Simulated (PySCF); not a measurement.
C2H6F2GeSi, SMILES F[SiH](/C=[CH]/[GeH3])F at its PBE0/def2-SVP optimised geometry (Å):

```
12

Si    -0.1998     2.2609     0.0002
F     -1.8132     2.1595     0.0462
F      0.2644     3.0408     1.3375
C      0.4720     0.5387    -0.0079
C     -0.3421    -0.5306     0.0000
Ge     0.2748    -2.3788     0.0000
H      0.1855     3.1066    -1.1527
H      1.5613     0.3906    -0.0202
H     -1.4277    -0.3607     0.0113
H      1.8132    -2.3788     0.0000
H     -0.2549    -3.1061     1.2491
H     -0.2524    -3.1066    -1.2505
```

Calculation: PySCF 2.14.0 with PBE0/def2-TZVP. Cells within 0.4 Å of a nucleus heavier than hydrogen are left out (blank, or x).

Map of the electron localisation function on the plane z = 0.0 Å:

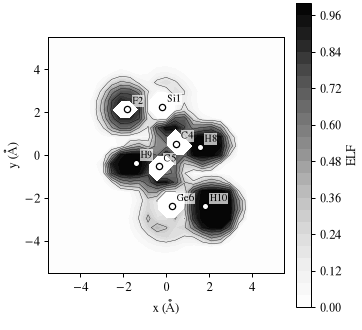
Fig. 1. Electron localisation function on the plane z = 0.0 Å.
